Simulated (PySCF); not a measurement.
# C3H4Cl2Si: what the fields show

```csv
atom,x (Å),y (Å),z (Å)
C,2.2104,0.2545,0.2167
C,1.0220,-0.2333,0.3502
C,-0.1924,-0.6864,0.4552
Si,-1.7016,0.1659,-0.2797
Cl,-2.7460,-1.1924,-1.3565
Cl,-1.1062,1.6764,-1.4767
H,2.6261,0.9378,0.9386
H,2.8423,-0.0105,-0.6146
H,-0.3598,-1.6091,0.9963
H,-2.5859,0.7019,0.7481
```

Geometry: GFN2-xTB.

Level of theory: B3LYP/def2-SVPD, SCF density, gas phase (PySCF).

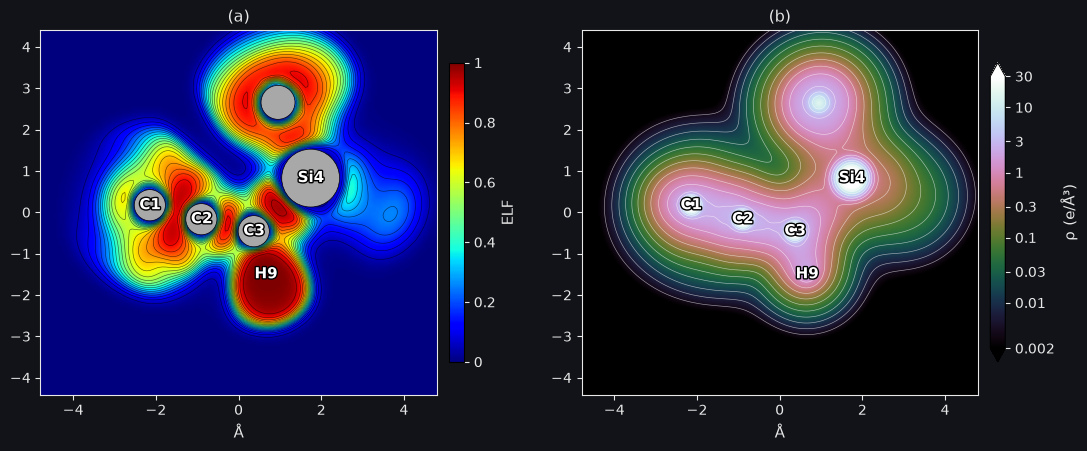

Figure 1. (a) ELF; (b) total electron density on the plane of atoms C2, C3 and H9. Grey discs cover the atomic cores in the ELF map.

Question: Read the bonding off the picture.

Answer: The plane passes through C, Si and H nuclei. C–C (1.29 Å): ρ is about 2.4 e/Å³ halfway; the ELF peaks at about 0.90 between the atoms; a short, multiple covalent bond. C–Si (1.88 Å): ρ is about 0.94 e/Å³ halfway; the ELF peaks at about 0.95 between the atoms (localised, covalent bonding). C–H (1.08 Å): the density is about 1.9 e/Å³ at the midpoint; the ELF climbs to about 1 towards the hydrogen, as it does in any bond to H (a covalent bond by its length). The ELF also peaks beside Cl6, away from the bonds: lone-pair regions.

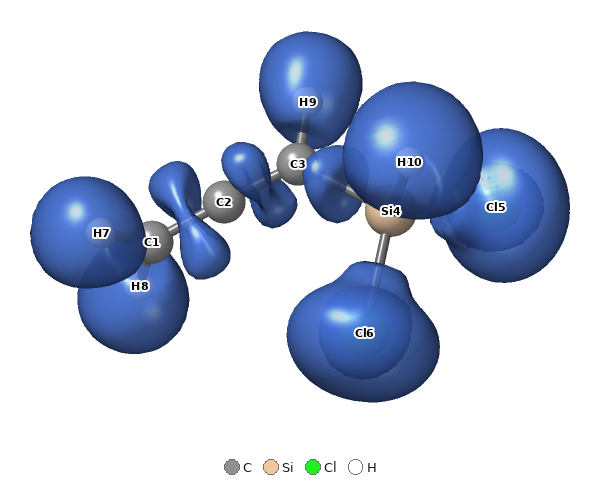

Figure 2. Isosurface of the ELF at 0.8 (blue), seen at a tilt. Only the valence region is drawn (cores and ρ < 0.01 e/Å³ removed).

Question: Identify the bonds, lone pairs and shells in this picture.

Answer: The surface consists of two regions between bonded C–C atoms (shared pairs), one region between bonded C–Si atoms (shared pairs), four regions around hydrogen nuclei and two regions on Cl in which the atom's valence shell and bonds are merged.

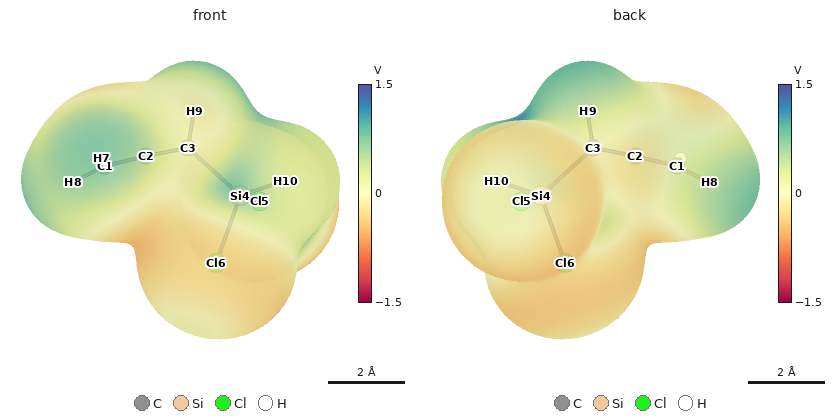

Figure 3. The electrostatic potential painted on the density surface at 0.001 e/bohr³, seen from the front and from behind; the colour scale runs from red (negative) to blue (positive).

Question: Which sites attract a positive test charge, and which a negative one?

Answer: A positive charge is drawn to the negative regions and a negative charge to the positive ones. The most negative region (about −0.5 V) lies over C1, Cl5 and Cl6, the most positive (about +1.1 V) over Si4.
